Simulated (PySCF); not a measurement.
Consider C₃H₃ (SMILES [C]1=CC1) (doublet).

Input

```
{"job": {"kind": "sp", "xc": "PBE0", "basis": "ma-def2-TZVP", "d3": "d3bj", "grid": 2}, "charge": 0, "multiplicity": 2}
C      0.249463     0.972767    -0.647875
C      0.928115     0.103005     0.009000
C     -0.647709    -0.036001    -0.041874
H      1.788974    -0.402589     0.432710
H     -1.085698    -0.835835    -0.657491
H     -1.226171     0.202711     0.863097
```

Command:

```sh
OMP_NUM_THREADS=1 python redox_run.py task.json out
```

Geometry: PBE0-D3(BJ)/ma-def2-SVP.

Computed with DFT single point, gas phase, functional PBE0 (PySCF).

What can the converged electron density, electron localisation function and spin density tell about the bonding?

Answer. C–C (1.28 Å): ρ is about 2.4 e/Å³ halfway; the ELF peaks at about 0.85 between the atoms: a short, multiple covalent bond.
C–H (1.08 Å): ρ is about 2 e/Å³ halfway; the ELF climbs to about 1 towards the hydrogen, as it does in any bond to H (an ordinary covalent bond to hydrogen).
C–C (1.48 Å): the density is about 1.6 e/Å³ at the midpoint; the ELF peaks at about 0.85 between the atoms: a shared electron pair.
The unpaired spin (1 electron) lies mostly on C1 (about 0.6), C3 (about 0.2) and C2 (about 0.1), in electrons by Hirshfeld's partition.

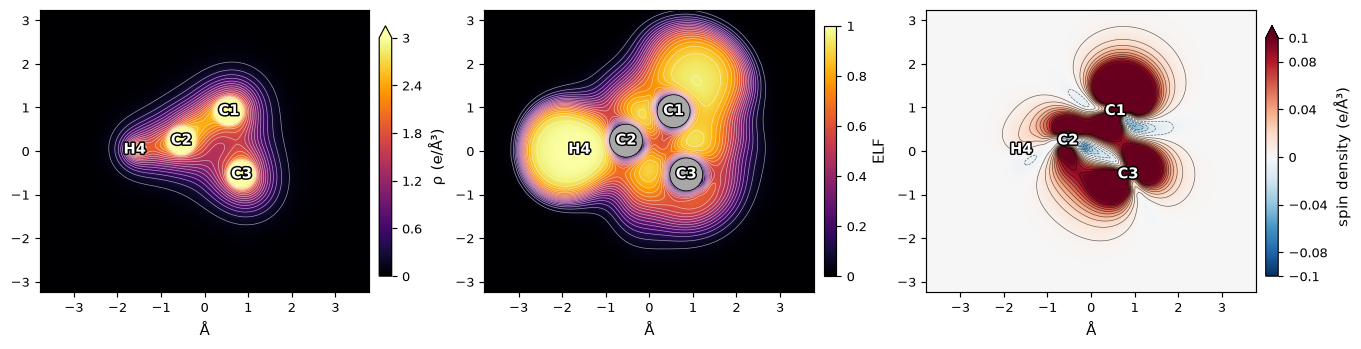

Computed electron density, electron localisation function and spin density on the plane of atoms C1, C3 and C2, in this order. Grey discs cover the atomic cores in the ELF map. 
